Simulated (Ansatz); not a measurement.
**AlClH$_{2}$OSi: density, localisation and related maps**

| atom | x (Å) | y (Å) | z (Å) |
| --- | --- | --- | --- |
| Al | -2.7004 | 1.5406 | 2.3305 |
| Cl | -2.8151 | -0.4506 | 3.7719 |
| O | -2.3588 | 0.2856 | 1.0518 |
| Si | -2.3415 | -1.2290 | 1.5945 |
| H | -1.4199 | 2.3420 | 2.7839 |
| H | -4.1642 | 2.1240 | 2.2645 |

Geometry: B3LYP-D3(BJ)/def2-SVP.

The calculation used Ansatz 0.2.0, isolated molecule in a Gaussian basis; Kohn-Sham density functional theory, functional PBE0.

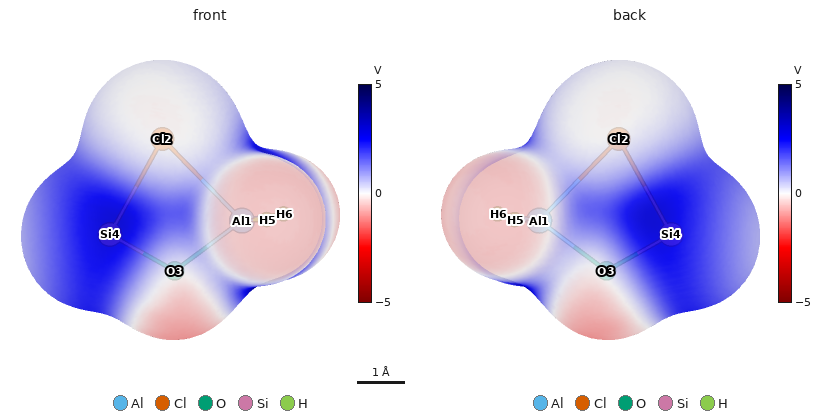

Figure 1. The electrostatic potential painted on the density surface at 0.004 e/bohr³, seen from the front and from behind; red is negative and blue positive.

### Where is the surface potential most negative and most positive?

The most negative region (about −0.9 V) lies over O3, the most positive (about +4.0 V) over Al1.

### How polar is the molecule by this calculation?

Its dipole moment is 2.24 D.

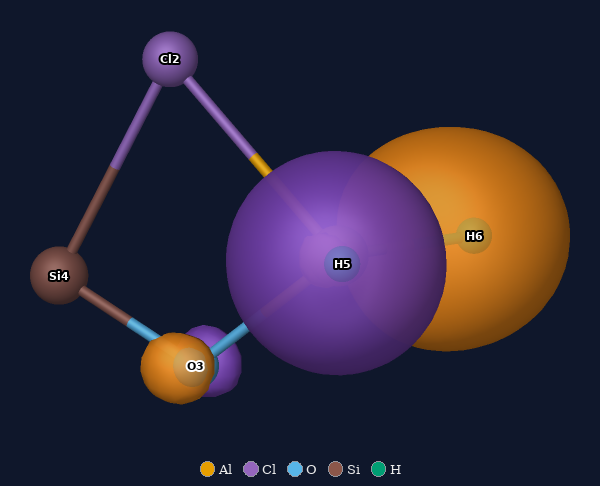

Figure 2. The HOMO at ±0.15 Å⁻³ᐟ² (orange and purple are the two phases), seen at a tilt.

### Describe this orbital and give its energy.

By Hirshfeld shares it lies mainly on Al1 (about 35 %), H5 (about 30 %) and H6 (about 30 %). Its energy is −8.18 eV.
